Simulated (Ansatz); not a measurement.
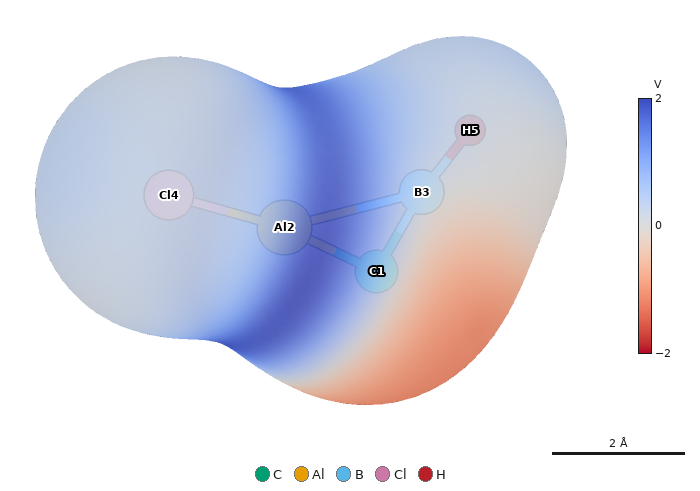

Figure. CHAlBCl (SMILES [Cl][Al]1[BH-]=[C+]1). The molecular electrostatic potential painted on the density surface at 0.001 e/bohr³, seen at a tilt; the colour scale runs from red (negative) to blue (positive).

Geometry: r2SCAN-D4/def2-SVP.

These are results of isolated molecule in a Gaussian basis; Kohn-Sham density functional theory, functional PBE0 in Ansatz 0.2.0, not measurements.

```yaml
atoms:
  - { symbol: C, position_ang: [-0.0809, -2.3641, -2.3584] }
  - { symbol: Al, position_ang: [1.2493, -1.6034, -1.4470] }
  - { symbol: B, position_ang: [-0.6730, -1.1401, -2.6394] }
  - { symbol: Cl, position_ang: [2.9072, -1.0102, -0.3395] }
  - { symbol: H, position_ang: [-1.3208, -0.1979, -2.9786] }
```

Question: Where is the surface potential most negative and most positive?

Answer: The most negative region (about −1.2 V, or −28 kcal/mol for a unit charge) lies over C1, the most positive (about +1.9 V, or +44 kcal/mol for a unit charge) over Al2.

Question: What dipole moment does the calculation give?

Answer: Its dipole moment is 2.37 D.
